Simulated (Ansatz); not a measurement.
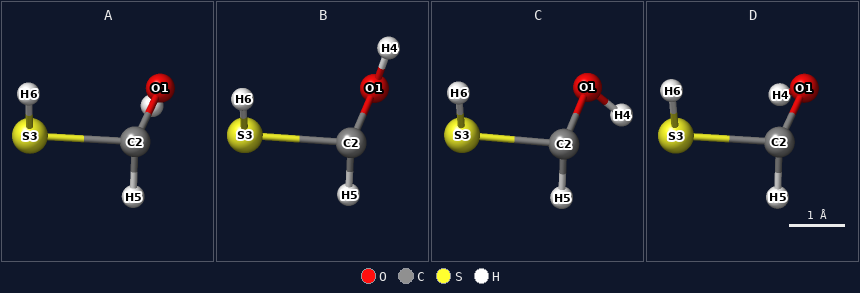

4 geometries from a converged minimum-energy path of CH3OS (charge −1), shuffled. Style: ball-and-stick. Shown at a tilt.

Level of theory: RKS PBE-D4/def2-SVP in Ansatz 0.2.0. Run with 7 movable images; climbing image; force threshold 0.05 eV/Å; iteration limit 60; starting path through a guess of the saddle point.

Q: Which frame is the transition state?

A: C. In order along the path, whose images run from 0 to 8: B (image 0, 0.0 kJ/mol), C (image 4, +29.6 kJ/mol), A (image 6, +12.0 kJ/mol), D (image 7, +4.7 kJ/mol). The motion is a rotation about the O1–C2 bond by about 225°. No bond forms or breaks between the ends. Bond angles that change up to the highest image, for instance: O1–C2–H5 101.4° → 104.5°.

Limits of the set-up: the basis has no diffuse functions, which an anion needs.
